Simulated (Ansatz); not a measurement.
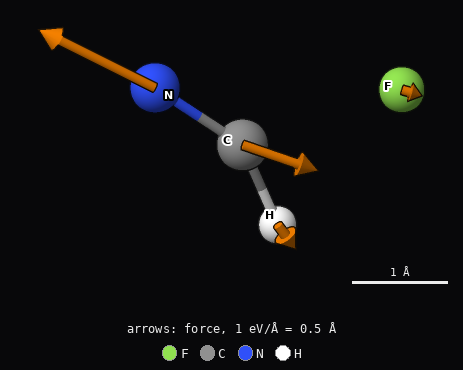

Starting geometry of CHFN (charge −1) (coarse preliminary run) with the computed forces as orange arrows. The picture is a ball-and-stick view, seen at a tilt.

Computed with RKS PBE-D4/def2-SVPD (Ansatz 0.2.0). (force threshold 0.03 eV/Å; at most 250 steps)

What follows when this structure is relaxed?

It isn't relaxed: the largest force vector, on the N atom, is 2.90 eV/Å. The final displacements have little in common with the starting forces (cosine between the two patterns 0.05). The atom that moves furthest after the best rigid fit is the H atom (1.17 Å). Largest moves by element: H 1.17 Å, F 0.97 Å, N 0.72 Å, C 0.46 Å. Among the contacts that change: F–H 2.139 → 1.111 Å, C–F 1.810 → 2.547 Å, C–H 1.077 → 1.436 Å, C–N 1.166 → 1.179 Å. New bonds form: F–H (2.14 → 1.11 Å). Over 18 accepted moves (19 points after the start) the energy falls by 1.248 eV. The largest force component goes from 2.5 to 0.028 eV/Å. The line search rejected the trial step at point 9 of the run. The run took 15 s on 2 threads of Intel Xeon Platinum 8259CL @ 2.50GHz, with other jobs on the host.
